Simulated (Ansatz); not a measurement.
**Mg (hcp, Mg type), frozen-phonon scan**

Relaxed Mg (hcp, Mg type):

```
Mg
1.0
    6.34610     0.00000     0.00000
   -1.58653     2.74794     0.00000
    0.00000     0.00000     5.18267
Mg
4
Direct
  0.16667   0.66667   0.75000
  0.66667   0.66667   0.75000
  0.33333   0.33333   0.25000
  0.83333   0.33333   0.25000
```

The atoms are displaced by Q × the pattern below (from a DFPT mode at M = (0.5, 0.0, 0.0), largest move 1; Q in Å), at fixed cell. (q is in reciprocal vectors of the primitive cell; the cell shown is doubled to hold the pattern.)

```csv
atom,x,y,z
Mg1,0.500,-0.866,0.000
Mg2,-0.500,0.866,0.000
Mg3,-0.500,0.866,0.000
Mg4,0.500,-0.866,0.000
```

Computed with r2SCAN (plane waves to 500 eV, PAW, scalar-relativistic; Ansatz, a quantum-chemistry and plane-wave program). k mesh 17×17×9 (Γ-centred), Fermi-Dirac smearing 0.05 eV. Energies are smeared free energies. With partly filled bands, energies and forces of such displacements shift with the k mesh and the smearing. Mg was relaxed with its symmetry unable to fall. The zero of ΔE is the undisplaced structure.

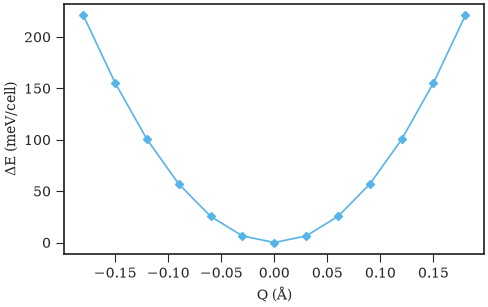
Fig. 1. ΔE (meV/cell) against Q (Å); markers are the computed points, lines only join them.

The energy at Q = 0.180 Å is 221 meV/cell. Harmonic wavenumber from the curvature (finite differences): 199 cm⁻¹. Space group of the distorted cell: Pbcm (No. 57), lowered from P6_3/mmc. Shape of the curve: a single well with its minimum at or next to zero displacement. Symmetry of the curve: even: the same for both signs.

E″ = 14.16 eV/Å², M = Σ mᵢ|uᵢ|² = 97.2 u, ν̃ = 521.5·√(|E″|/M).

(A displaced cell: forces are minus the slopes of the energy, force constants its curvatures, and phonons follow from these.)
